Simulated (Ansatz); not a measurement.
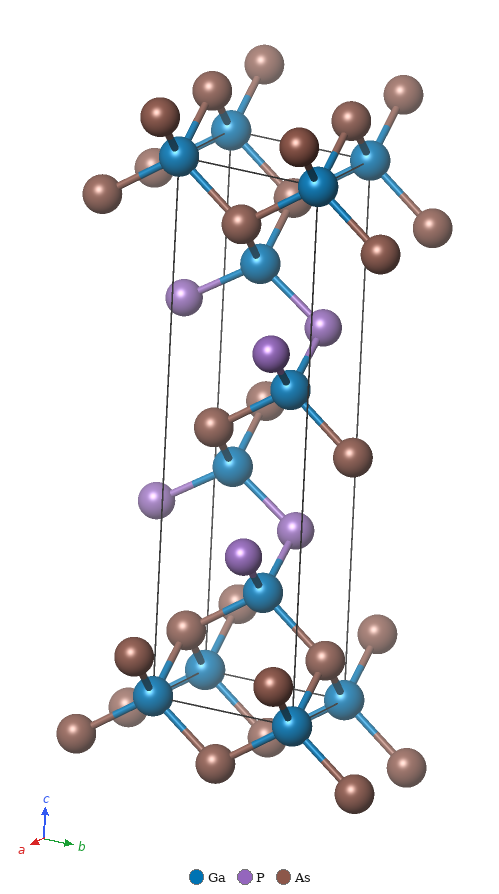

A ball-and-stick rendering, viewed slightly off an axis. The cell (the run's own, in a reduced setting) is drawn as a box. Some neighbours outside the box are added.

```yaml
crystal:
  lattice:
    - [0.00000, -3.99126, 0.00000]
    - [3.99126, 0.00000, 0.00000]
    - [-1.99563, 1.99563, 14.13698]
  atoms:
    - { symbol: Ga, position: [0.60296, 0.60296, 0.20592] }
    - { symbol: Ga, position: [0.00000, 0.00000, 0.00000] }
    - { symbol: Ga, position: [0.39704, 0.39704, 0.79408] }
    - { symbol: Ga, position: [0.80141, 0.80141, 0.60282] }
    - { symbol: Ga, position: [0.19859, 0.19859, 0.39718] }
    - { symbol: P, position: [0.34923, 0.84923, 0.69846] }
    - { symbol: P, position: [0.15077, 0.65077, 0.30154] }
    - { symbol: As, position: [0.94855, 0.44855, 0.89709] }
    - { symbol: As, position: [0.75000, 0.25000, 0.50000] }
    - { symbol: As, position: [0.55145, 0.05145, 0.10291] }
```

Computational set-up: DFT PBEsol, scalar-relativistic, plane waves, PAW (Ansatz), 420 eV cutoff, k-points about 0.22 Å⁻¹ apart, Gaussian smearing of 0.02 eV, no spin polarisation.

Q: State the Bader charges by element.

A: Ga +0.65 to +0.72 e; As -0.66 e; P -0.78 e. The transfer is large, as in an ionic solid.

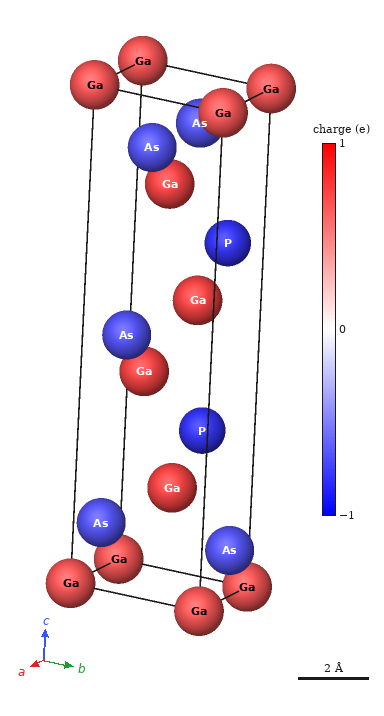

The atoms coloured by those charges.

Provenance: a structure type filled with these elements by a generator (whether the compound takes this form wasn't checked). Earlier steps of the study, as a rule a relaxation of our own, may have changed the cell and positions, so they can lie some per cent off the listed ones. It was run through Ansatz as a DFT input.
